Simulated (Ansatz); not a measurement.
# singlet [SiF3]−: levels of theory compared

Wanted: a comparison of 3 runs (B3LYP/6-31G*, SVWN5/aug-cc-pVDZ, revPBE/aug-cc-pVDZ) of singlet [SiF3]−. 

Program for the calculation: Ansatz 0.2.0.

20 further runs of the same task are left out: 20 set aside as unsound or not needed.

### 1 The system as given

[SiF3]− has 4 atoms, charge -1, and is taken as a singlet. As SMILES of the parent species, `F[Si](F)F`. The coordinates come from a PBE0-D4/def2-TZVP relaxation. That shape belongs to the parent species and isn't relaxed for this state.

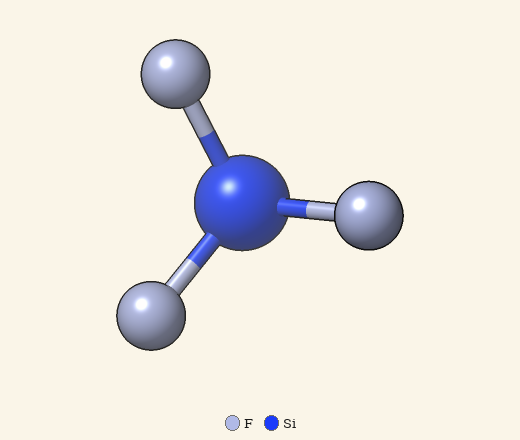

Viewed from a chosen angle; fluorine light blue, silicon blue.

### 2 A single-point energy at B3LYP/6-31G(d) (Cartesian functions) (run 1)

File molecule.yaml:

```yaml
crystal:
  periodic: [false, false, false]
  atoms:
    - {symbol: F, position_ang: [0.784850, -0.507040, 1.151700]}
    - {symbol: Si, position_ang: [-0.282750, 0.213060, 0.234280]}
    - {symbol: F, position_ang: [-0.994260, -0.892250, -0.644340]}
    - {symbol: F, position_ang: [0.492160, 1.186230, -0.741640]}
basis:
  gaussian:
    orbitals: "6-31G*"
total_charge: -1
hamiltonian:
  xc: {name: B3LYP}
accuracy: high
output:
  orbitals: {seedname: orbitals}
```

The run is started by

```
ansatz run molecule.yaml --threads 1 --pin off --max-ram 3480MiB --events-out events.jsonl --progress --plain --runs-dir runs
```

The log of the run:

```text
Warning: RAYON_NUM_THREADS=1 ignored (pool sized by the plan → 1); use --threads N
Functional definition: B3LYP
  name "B3LYP"
  parameter a0 = 0.2
  parameter ax = 0.72
  parameter ac = 0.81
  exchange = (1 - a0 - ax)*slater_x + ax*b88_x + a0*exact_x
  correlation = (1 - ac)*vwn_rpa_c + ac*lyp_c
1253 factors; integrals over basis functions are off by at most 3.0e-9 eV
mean field evaluation 1: about -16031.8463 eV, gradient 1.0e1 eV
mean field evaluation 2: about -16032.0611 eV, gradient 4.3e0 eV
mean field evaluation 4: about -16032.0976 eV, gradient 4.2e-1 eV
mean field evaluation 8: about -16032.1606 eV, gradient 6.0e-3 eV
mean field evaluation 16: about -16032.1606 eV, gradient 2.0e-7 eV
mean field -16032.16055130 eV, -589.1710332714 hartree, gradient 6.0e-8 eV, S^2 0.000000; 0 other end points of the search recorded, 0 dependent functions left out
reference -16032.16058292 eV, -589.1710344335 hartree; 21, 21 occupied and 43, 43 virtual orbitals, 1253 factors
Total energy: -16032.16058292 eV, -589.1710344335 hartree
```

Run time: 3.9 s. Hardware: 1 thread of Arm Neoverse V1, shared host; peak memory 0.17 GiB.

### 3 The energy at SVWN5/aug-cc-pVDZ (run 2)

File input.yaml:

```yaml
basis:
  gaussian:
    orbitals: aug-cc-pVDZ
crystal:
  periodic: [false, false, false]
  atoms:
    - {symbol: F, position_ang: [0.784850, -0.507040, 1.151700]}
    - {symbol: Si, position_ang: [-0.282750, 0.213060, 0.234280]}
    - {symbol: F, position_ang: [-0.994260, -0.892250, -0.644340]}
    - {symbol: F, position_ang: [0.492160, 1.186230, -0.741640]}
accuracy: high
hamiltonian:
  xc: {name: SVWN5}
output:
  orbitals: {seedname: orbitals}
total_charge: -1
```

The run is started by

```
ansatz run input.yaml --threads 1 --pin off --max-ram 3480MiB --events-out events.jsonl --progress --plain --runs-dir runs
```

The log of the run:

```text
Warning: RAYON_NUM_THREADS=1 ignored (pool sized by the plan → 1); use --threads N
Functional definition: SVWN5
  name "SVWN5"
  exchange = slater_x
  correlation = vwn5_c
1923 factors; integrals over basis functions are off by at most 3.1e-9 eV
mean field evaluation 1: about -15950.6676 eV, gradient 1.4e1 eV
mean field evaluation 2: about -15950.3196 eV, gradient 2.2e1 eV
mean field evaluation 4: about -15951.2225 eV, gradient 5.1e-1 eV
mean field evaluation 8: about -15951.2247 eV, gradient 6.9e-2 eV
mean field evaluation 16: about -15951.2247 eV, gradient 2.8e-6 eV
mean field -15951.22468195 eV, -586.1966949333 hartree, gradient 2.7e-8 eV, S^2 0.000000; 0 other end points of the search recorded, 0 dependent functions left out
reference -15951.22468563 eV, -586.1966950684 hartree; 21, 21 occupied and 75, 75 virtual orbitals, 1923 factors
Total energy: -15951.22468563 eV, -586.1966950684 hartree
```

Wall time 4.5 s (1 thread of Arm Neoverse V1, shared host); peak memory 0.23 GiB.

### 4 The energy at revPBE/aug-cc-pVDZ (run 3)

Changes to input.yaml since step 3:

```diff
@@ -1,4 +1 @@
-basis:
-  gaussian:
-    orbitals: aug-cc-pVDZ
 crystal:
@@ -10,7 +7,10 @@
     - {symbol: F, position_ang: [0.492160, 1.186230, -0.741640]}
+basis:
+  gaussian:
+    orbitals: aug-cc-pVDZ
 accuracy: high
-hamiltonian:
-  xc: {name: SVWN5}
+total_charge: -1
 output:
   orbitals: {seedname: orbitals}
-total_charge: -1
+hamiltonian:
+  xc: {name: revPBE}
```

The run is started by

```
ansatz run input.yaml --threads 1 --pin off --max-ram 3480MiB --events-out events.jsonl --progress --plain --runs-dir runs
```

The log of the run:

```text
Warning: RAYON_NUM_THREADS=1 ignored (pool sized by the plan → 1); use --threads N
Functional definition: revPBE
  name "revPBE"
  parameter kappa = 1.245
  parameter beta = 0.06672455060314922
  exchange = pbe_x(kappa = kappa, mu = beta*pi^2/3)
  correlation = pbe_c(beta = beta)
1923 factors; integrals over basis functions are off by at most 3.1e-9 eV
mean field evaluation 1: about -16028.8318 eV, gradient 1.1e1 eV
mean field evaluation 2: about -16028.8031 eV, gradient 1.3e1 eV
mean field evaluation 4: about -16029.2420 eV, gradient 5.8e-1 eV
mean field evaluation 8: about -16029.2422 eV, gradient 5.6e-2 eV
mean field evaluation 16: about -16029.2423 eV, gradient 1.3e-6 eV
mean field -16029.24226392 eV, -589.0637881884 hartree, gradient 7.4e-9 eV, S^2 0.000000; 0 other end points of the search recorded, 0 dependent functions left out
reference -16029.24226841 eV, -589.0637883534 hartree; 21, 21 occupied and 75, 75 virtual orbitals, 1923 factors
Total energy: -16029.24226841 eV, -589.0637883534 hartree
```

It took 6.6 s on 1 thread of Arm Neoverse V1, shared host; peak memory 0.23 GiB.

### 5 Overview of the runs

| run | level | Cartesian functions | energy (Eh) | HOMO energy (eV) | LUMO energy (eV) | HOMO–LUMO gap (eV) | wall time |
| --- | --- | --- | --- | --- | --- | --- | --- |
| 1 | B3LYP/6-31G* (Cartesian functions) | yes | -589.171034 | 1.82 | 7.93 | 6.11 | 3.9 s |
| 2 | SVWN5/aug-cc-pVDZ | no | -586.196695 | 1.08 | 3.63 | 2.55 | 4.5 s |
| 3 | revPBE/aug-cc-pVDZ | no | -589.063788 | 1.28 | 3.64 | 2.36 | 6.6 s |

### 6 Summary of results

```
                                                    quantity          value
                                         run 3: total energy  -589.06379 Eh
                                          run 3: HOMO energy        1.28 eV
                                          run 3: LUMO energy        3.64 eV
run 3: HOMO–LUMO gap (to an unbound level, set by the basis)        2.36 eV
```

What this shows: The HOMO–LUMO gap runs from 2.36 eV (revPBE/aug-cc-pVDZ) to 6.11 eV (B3LYP/6-31G*). The two ends differ in method and basis. The empty levels of an anion lie above zero and hang on the basis. Totals of different functionals can't be ranked against each other. In runs 1, 2, 3 the HOMO lies above zero, so the outermost electron may be held by the basis alone. All runs together took 15 s, the longest 6.6 s.
